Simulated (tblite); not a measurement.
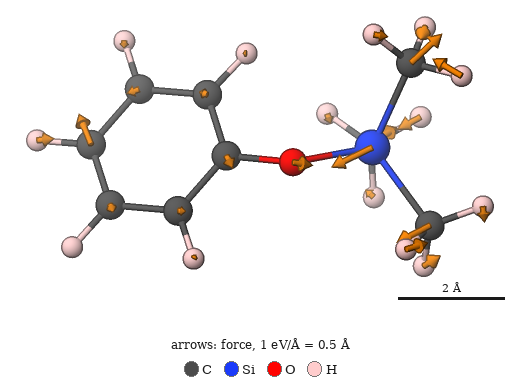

Starting geometry of C9H14OSi with the computed forces as orange arrows. Style: ball-and-stick. Shown at a tilt.

These are results of tblite 0.8.0, GFN2-xTB geometry optimisation, gas phase, not measurements. 

> What follows when this structure is relaxed?

It isn't relaxed: the largest force vector, on the Si atom, is 1.78 eV/Å. The final displacements have little in common with the starting forces (cosine between the two patterns 0.14). An H atom moves most after the best rigid fit: 1.08 Å. Largest moves by element: H 1.08 Å, O 0.77 Å, C 0.45 Å, Si 0.23 Å. Among the contacts that change: C–Si 1.853 → 1.910 Å, O–Si 1.690 → 1.642 Å, C–H 1.128 → 1.085 Å, C–C 1.404 → 1.384 Å. Bond angles that change, for instance: H–C–H 116.6° → 107.8°, C–Si–C 105.2° → 111.7°, C–Si–O 106.6° → 100.9°. Groups turn about O–Si by about 45°, C–O by about 40°, C–Si by about 40°. Over 131 geometry steps the energy falls by 11.4 kcal/mol. Cost: 2.1 s on 2 threads of Intel(R) Xeon(R) Platinum 8259CL CPU @ 2.50GHz, with other jobs on the host.
